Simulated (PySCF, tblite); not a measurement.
# C6H12FO radical: geometry, infrared bands and EPR parameters

What infrared bands and EPR parameters should C6H12FO radical (`CC(C)([CH]O)CCF`) show?

Programs: tblite 0.8.0 and PySCF 2.14.0, with density-fitted response routines of our own. Each step states its level of theory. These are calculated values for one molecule in the gas phase, unless marked as measured. Atoms are numbered from 0 throughout.

## 1. The molecule as given

20 atoms, charge 0, multiplicity 2; geometry from: force field or distance geometry start.

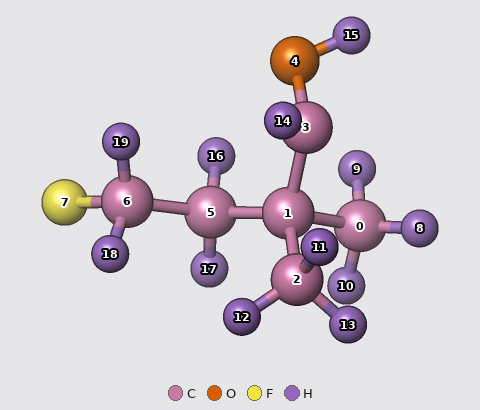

As it starts; carbon pink, oxygen orange, fluorine yellow, hydrogen purple, atoms numbered.

## 2. Relaxing the molecule with GFN2-xTB

The job: settings as JSON, then the geometry in Å.

```
{"job": {"kind": "relax", "xc": "GFN2-xTB", "basis": "xTB"}, "charge": 0, "multiplicity": 2}
C     -1.162000     0.068100     1.383100
C     -0.332300    -0.240000     0.127900
C     -0.306500    -1.703700    -0.034000
C     -1.128600     0.373400    -1.007400
O     -1.148400     1.735200    -0.999500
C      0.944400     0.462500     0.352300
C      2.007800     0.365700    -0.687900
F      3.100100     1.112300    -0.242200
H     -2.124200    -0.472200     1.256100
H     -1.286900     1.175700     1.381100
H     -0.571300    -0.302200     2.242700
H     -0.958600    -1.949400    -0.933100
H      0.649200    -2.190300    -0.190900
H     -0.790900    -2.209000     0.820700
H     -0.987300    -0.114500    -1.963800
H     -2.079500     2.024600    -0.792100
H      0.700100     1.566400     0.431800
H      1.355000     0.192900     1.355200
H      2.404800    -0.652400    -0.837300
H      1.709800     0.767400    -1.665600
```

The run is started by

```bash
$ OMP_NUM_THREADS=1 python probes_run.py task.json out
```

The driver reads the jobs from task.json and runs them one after another.

Output:

```text
step      E/eV     max force
  0    -752.67377    2.915
  1    -752.96686    0.869
  2    -753.02872    0.629
  3    -753.10411    0.617
  4    -753.16229    0.621
  5    -753.19879    0.383
  6    -753.21586    0.285
  7    -753.22842    0.291
  8    -753.23659    0.247
  9    -753.24258    0.187
 10    -753.24824    0.197
 11    -753.25500    0.262
 12    -753.26391    0.368
 13    -753.27484    0.336
 14    -753.28613    0.318
 15    -753.29689    0.306
 16    -753.30760    0.291
 17    -753.31803    0.298
 18    -753.32730    0.272
 19    -753.33622    0.321
 20    -753.34738    0.380
 21    -753.36420    0.526
 22    -753.38746    0.562
 23    -753.41347    0.670
 24    -753.37707    2.046
 25    -753.44116    0.967
 26    -753.45281    0.267
 27    -753.46585    0.227
 28    -753.48681    0.718
 29    -753.50372    0.328
 30    -753.51967    0.211
 31    -753.52363    0.280
 32    -753.52778    0.177
 33    -753.53134    0.127
 34    -753.53462    0.106
 35    -753.53657    0.104
 36    -753.53938    0.101
 37    -753.54077    0.081
 38    -753.54184    0.098
 39    -753.54297    0.103
 40    -753.54463    0.119
 41    -753.54653    0.121
 42    -753.54836    0.107
 43    -753.54997    0.107
 44    -753.55156    0.090
 45    -753.55308    0.090
 46    -753.55433    0.075
 47    -753.55540    0.078
 48    -753.55675    0.101
 49    -753.55909    0.135
 50    -753.56315    0.206
 51    -753.56875    0.250
 52    -753.57525    0.242
 53    -753.58176    0.213
 54    -753.58763    0.235
 55    -753.57873    0.698
 56    -753.59855    0.236
 57    -753.60391    0.186
 58    -753.60912    0.411
 59    -753.61489    0.127
 60    -753.61680    0.131
 61    -753.62099    0.228
 62    -753.62347    0.114
 63    -753.62557    0.084
 64    -753.62737    0.094
 65    -753.63036    0.119
 66    -753.63273    0.112
 67    -753.63451    0.100
 68    -753.63576    0.100
 69    -753.63691    0.096
 70    -753.63776    0.063
 71    -753.63838    0.053
 72    -753.63880    0.046
 73    -753.63928    0.050
 74    -753.63984    0.057
 75    -753.64036    0.056
 76    -753.64081    0.045
 77    -753.64124    0.042
 78    -753.64167    0.041
 79    -753.64211    0.043
 80    -753.64255    0.055
 81    -753.64295    0.048
 82    -753.64329    0.038
 83    -753.64354    0.030
 84    -753.64371    0.025
 85    -753.64386    0.029
 86    -753.64404    0.032
 87    -753.64426    0.034
 88    -753.64449    0.039
 89    -753.64470    0.035
 90    -753.64493    0.036
 91    -753.64518    0.030
 92    -753.64538    0.032
 93    -753.64551    0.031
 94    -753.64563    0.022
 95    -753.64577    0.024
 96    -753.64593    0.029
 97    -753.64607    0.035
 98    -753.64620    0.037
 99    -753.64636    0.033
100    -753.64660    0.032
101    -753.64688    0.039
102    -753.64712    0.026
103    -753.64729    0.029
104    -753.64744    0.034
105    -753.64759    0.040
106    -753.64775    0.025
107    -753.64786    0.028
108    -753.64792    0.020
109    -753.64797    0.019
110    -753.64805    0.015
111    -753.64816    0.020
112    -753.64830    0.022
113    -753.64844    0.023
114    -753.64855    0.018
115    -753.64862    0.019
116    -753.64869    0.017
117    -753.64877    0.017
118    -753.64886    0.021
119    -753.64895    0.022
120    -753.64905    0.021
121    -753.64914    0.020
122    -753.64923    0.017
123    -753.64929    0.014
124    -753.64934    0.015
125    -753.64938    0.017
126    -753.64943    0.020
127    -753.64949    0.023
128    -753.64958    0.025
129    -753.64969    0.029
130    -753.64983    0.026
131    -753.64999    0.024
132    -753.65012    0.027
133    -753.65025    0.040
134    -753.65038    0.024
135    -753.65051    0.030
136    -753.65063    0.025
137    -753.65072    0.026
138    -753.65078    0.031
139    -753.65087    0.022
140    -753.65098    0.021
141    -753.65111    0.027
142    -753.65125    0.031
143    -753.65136    0.032
144    -753.65144    0.019
145    -753.65148    0.012
146    -753.65150    0.011
147    -753.65151    0.009
```

Run time: 0.92 s. Hardware: 1 thread of Arm Neoverse V1, shared host; peak memory 0.18 GiB.

The steps of the relaxation: (not every step is listed)

```csv
step,energy from step 0 (eV),largest force (eV/Å)
0,0.0000,2.9147
1,-0.2931,0.8691
2,-0.3550,0.6289
3,-0.4303,0.6170
4,-0.4885,0.6210
5,-0.5250,0.3834
6,-0.5421,0.2852
7,-0.5547,0.2912
8,-0.5628,0.2468
21,-0.6904,0.5256
34,-0.8609,0.1061
47,-0.8816,0.0776
60,-0.9430,0.1313
73,-0.9655,0.0503
86,-0.9703,0.0322
99,-0.9726,0.0332
112,-0.9745,0.0221
125,-0.9756,0.0172
138,-0.9770,0.0310
142,-0.9775,0.0306
143,-0.9776,0.0316
144,-0.9777,0.0191
145,-0.9777,0.0116
146,-0.9777,0.0107
147,-0.9777,0.0086
```

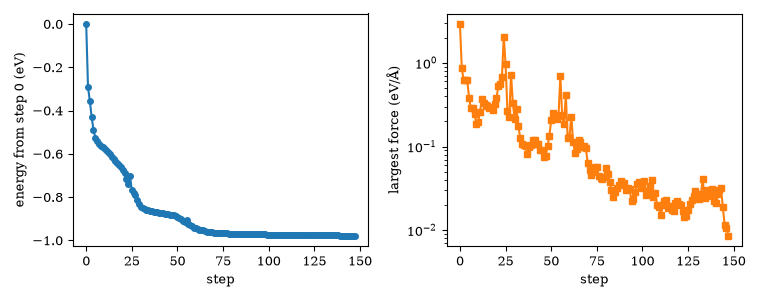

Energy and force, step by step.

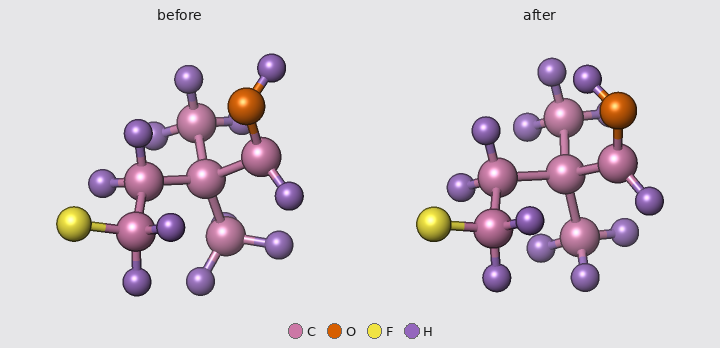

The geometry before (left) and after (right).

Close pairs (by a distance rule), those that changed most:

```csv
bond,before (Å),after (Å),change (Å)
C1–C5,1.474,1.554,+0.080
C1–C2,1.473,1.531,+0.058
C2–H11,1.138,1.087,-0.050
C5–H16,1.133,1.093,-0.040
O4–H15,0.997,0.964,-0.033
C5–C6,1.491,1.522,+0.031
C1–C3,1.516,1.489,-0.027
C0–H9,1.115,1.089,-0.026
```

The next job starts from the end point, and lists it.

## 3. Infrared spectrum with GFN2-xTB

The job: settings as JSON, then the geometry in Å.

```
{"job": {"kind": "ir", "xc": "GFN2-xTB", "basis": "xTB"}, "charge": 0, "multiplicity": 2}
C     -1.379905     0.077798     1.293904
C     -0.421608    -0.192843     0.115238
C     -0.234881    -1.705033    -0.030553
C     -0.997954     0.340809    -1.150025
O     -1.279947     1.668007    -1.328431
C      0.932281     0.489811     0.457026
C      1.961134     0.381842    -0.658949
F      3.080689     1.111144    -0.327238
H     -2.352615    -0.364088     1.092887
H     -1.516805     1.144474     1.463870
H     -0.983402    -0.357415     2.207793
H     -1.200721    -2.188149    -0.154741
H      0.373198    -1.940381    -0.899307
H      0.244451    -2.116495     0.854155
H     -0.967386    -0.206011    -2.072726
H     -1.251511     2.116180    -0.475175
H      0.769384     1.552705     0.654099
H      1.341475     0.044967     1.366217
H      2.299577    -0.646129    -0.814937
H      1.579397     0.799483    -1.596144
```

Output:

```text
mode    cm-1     km/mol
  1      36.9      1.81
  2      62.4      6.95
  3     105.8      3.72
  4     159.5     12.17
  5     189.7      0.87
  6     196.4      2.47
  7     236.7      1.54
  8     245.3     10.48
  9     319.2      3.49
 10     341.8      1.12
 11     352.8      0.04
 12     422.9     11.85
 13     433.8    141.14
 14     512.0      1.04
 15     524.2     10.18
 16     797.5      3.45
 17     804.1      5.67
 18     924.1      3.40
 19     950.9      4.56
 20     967.9      0.74
 21     998.7      5.04
 22    1026.1      3.12
 23    1031.8     78.05
 24    1085.3     20.04
 25    1107.9     77.61
 26    1171.2     42.42
 27    1174.9     10.40
 28    1213.5     13.03
 29    1222.5     25.98
 30    1245.8     12.55
 31    1267.3     33.55
 32    1284.7      1.16
 33    1344.5     13.59
 34    1379.0    101.55
 35    1403.5      3.56
 36    1419.1      5.33
 37    1452.8      0.11
 38    1481.1      0.22
 39    1494.0      2.50
 40    1494.3      1.24
 41    1503.4      4.87
 42    1511.0      7.24
 43    2947.5     12.19
 44    2958.6      6.59
 45    2971.3     55.81
 46    2985.7     29.37
 47    3015.3     46.28
 48    3036.8      2.89
 49    3040.4     60.62
 50    3041.5      8.57
 51    3047.0     49.32
 52    3053.0     26.18
 53    3145.5     24.61
 54    3522.7     17.24
```

Run time: 0.63 s. Hardware: 1 thread of Arm Neoverse V1, shared host; peak memory 0.18 GiB.

The strongest bands and the atoms that carry them (share of the mass-weighted mode):

```csv
cm⁻¹,km/mol,atoms
434,141.1,"H15 50 %, H14 39 %"
1032,78.0,"C6 43 %, F7 30 %"
1108,77.6,"H14 34 %, H15 31 %"
1379,101.5,"C3 44 %, C1 15 %, H14 13 %, O4 12 %"
2971,55.8,"H16 53 %, H18 27 %, H17 11 %"
3015,46.3,H9 87 %
3040,60.6,"H13 40 %, H10 31 %, H11 16 %"
3047,49.3,"H8 53 %, H11 18 %, H10 12 %"
```

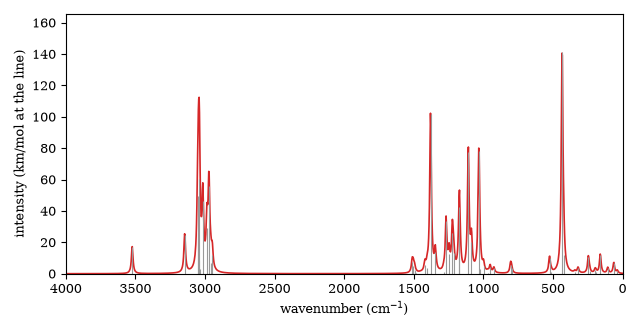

The infrared spectrum from these modes, unscaled. Lines are broadened to a width of 14 cm⁻¹ (Lorentzian).

## 4. g tensor and hyperfine couplings: B3LYP/pcH-1

Settings changed since step 3:

```diff
@@ -1,2 +1,2 @@
-{"job": {"kind": "ir", "xc": "GFN2-xTB", "basis": "xTB"}, "charge": 0, "multiplicity": 2}
+{"job": {"kind": "epr", "basis": "pcH-1"}, "charge": 0, "multiplicity": 2}
 C     -1.379905     0.077798     1.293904
```

Method: UKS B3LYP, pcH-1 on C F H O, non-relativistic, mean-field spin-orbit, GIAO.

Output:

```text
UKS, coarse grid
  cycle   1  E = -410.77562953  |g| = 5.80e-01
  cycle   2  E = -410.65703434  |g| = 8.46e-01
  cycle   3  E = -410.89622832  |g| = 1.02e-01
  cycle   4  E = -410.89984473  |g| = 4.25e-02
  cycle   5  E = -410.90064287  |g| = 8.87e-03
  cycle   6  E = -410.90067120  |g| = 4.14e-03
  cycle   7  E = -410.90067865  |g| = 1.05e-03
  cycle   8  E = -410.90067924  |g| = 6.31e-04
UKS, final grid
  cycle   1  E = -410.90069886  |g| = 8.41e-04
  cycle   2  E = -410.90069858  |g| = 1.23e-03
  cycle   3  E = -410.90069912  |g| = 7.17e-05
  cycle   4  E = -410.90069912  |g| = 2.55e-05
E = -410.90069912 Eh   <S^2> = 0.7537 (exact 0.7500)
g shifts (ppm)      1          2          3
  rmc          -197       -197       -197
  gc              4         49         41
  oz_so          -3       1053       2064
  total        -197        905       1907
hyperfine (MHz)  atom isotope    a_iso     a_fc   dipolar eigenvalues
    0   13C      43.42      43.42     -3.24     -3.04      6.28
    1   13C     -24.86     -24.86     -1.55     -0.93      2.48
    2   13C       1.01       1.01     -1.28     -0.27      1.54
    3   13C     113.15     113.15    -78.71    -77.42    156.13
    4   17O     -20.19     -20.19    -65.28     31.36     33.92
    5   13C      37.70      37.70     -4.86     -4.40      9.25
    6   13C       3.34       3.34     -1.16     -0.33      1.48
    7   19F       1.41       1.41     -4.35     -2.68      7.03
    8    1H      -1.74      -1.74     -5.18     -2.25      7.43
    9    1H      -2.63      -2.63     -3.71     -2.24      5.95
   10    1H       6.89       6.89     -2.49     -1.72      4.21
   11    1H      -1.01      -1.01     -3.69     -2.75      6.44
   12    1H      -1.40      -1.40     -3.16     -2.84      6.00
   13    1H      -2.78      -2.78     -1.84     -1.47      3.31
   14    1H     -57.58     -57.58    -36.98     -0.35     37.32
   15    1H     -11.24     -11.24    -13.40     -8.85     22.25
   16    1H      -3.48      -3.48     -4.07     -1.27      5.35
   17    1H       6.09       6.09     -3.30     -1.21      4.52
   18    1H       0.20       0.20     -1.85     -1.57      3.42
   19    1H       0.67       0.67     -4.70     -3.08      7.78
```

Wall time 98 s (1 thread of Arm Neoverse V1, shared host); peak memory 1 GiB.

Principal g values 2.00212, 2.00322, 2.00423; g(iso) = 2.00319, against 2.00232 for a free electron.

Hyperfine couplings; where a row names several nuclei, a(iso) is their mean (it holds for fast rotation or exchange) and the dipolar term the largest among them:

```csv
nuclei,isotope,a(iso) (MHz),"a(iso) (G, at g = 2.0023)",largest dipolar term (MHz)
C3,13C,113.2,40.4,156.1
H14,1H,-57.6,-20.5,37.3
C5,13C,37.7,13.5,9.3
C1,13C,-24.9,-8.9,2.5
"C0, C2",13C,22.2,7.9,6.3
O4,17O,-20.2,-7.2,-65.3
H15,1H,-11.2,-4.0,22.2
C6,13C,3.3,1.2,1.5
F7,19F,1.4,0.5,7.0
"H16, H17",1H,1.3,0.5,5.3
"H8, H9, H10, H11, H12, H13",1H,-0.4,-0.2,7.4
"H18, H19",1H,0.4,0.2,7.8
```

Mulliken spin populations:

C0 0.02; C1 -0.03; C2 0.00; C3 0.90; O4 0.12; C5 0.04; C6 0.00; F7 0.00; H8 0.00; H9 0.00; H10 0.00; H11 0.00; H12 0.00; H13 0.00; H14 -0.04; H15 0.00; H16 0.00; H17 0.00; H18 0.00; H19 0.00

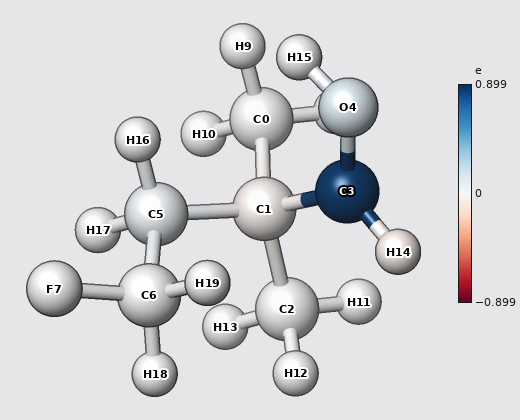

Mulliken spin populations, as colours on the atoms.

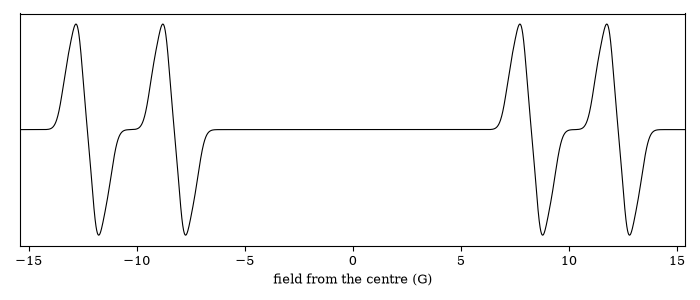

First-order isotropic spectrum (first derivative, main isotopes with spin only, couplings over 0.8 MHz, Gaussian width 0.3 G; couplings of the frozen geometry, rotation of groups not averaged beyond the rows shown).

Orbitals, density, ELF and potential are computed afterwards from the orbital file.

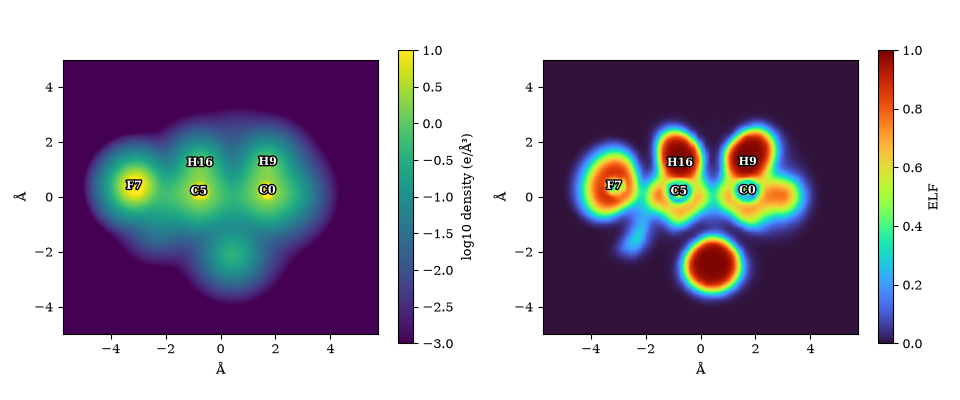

Density (left) and ELF (right) in a plane through or near 5 of the atoms.

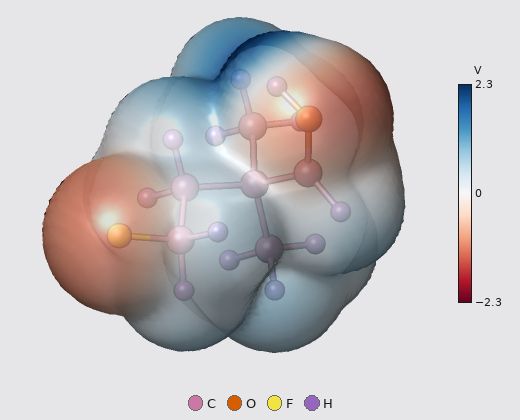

The potential that a unit positive charge feels on the 0.002 e/bohr³ surface, from -1.24 V near O4 to 2.30 V near H15.

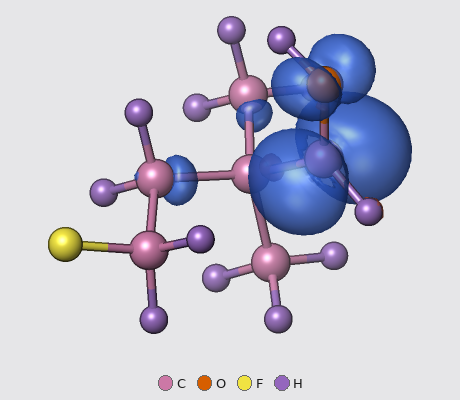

Spin density at ±0.04 e/Å³ (alpha excess blue, beta excess red).

## 5. Summary of results

| quantity | value |
| --- | --- |
| strongest single infrared mode (GFN2-xTB) | 434 cm⁻¹, 141 km/mol |
| zero-point energy (GFN2-xTB) | 105.3 kcal/mol |
| g(iso) (B3LYP) | 2.00319 |
| ⟨S²⟩ | 0.754 (exact 0.75) |
| largest a(iso) (averaged by class) | 13C on C3, 113.2 MHz |
| surface potential, least and greatest | -1.24 V and 2.30 V |

What this shows: The optimisation took 147 steps and gained 0.978 eV; among the close pairs (by a distance rule), C1–C5 changed most, from 1.474 to 1.554 Å. All 54 modes are real, so the xTB geometry is a minimum. The strongest single mode, at 434 cm⁻¹, moves mainly H15 and H14. Unscaled tight-binding wavenumbers are off by several per cent, some by more. Its intensities can rank the bands wrongly. C3 carries the largest spin population, 0.90 e. The isotropic g lies 0.9 ppt above the free-electron value.
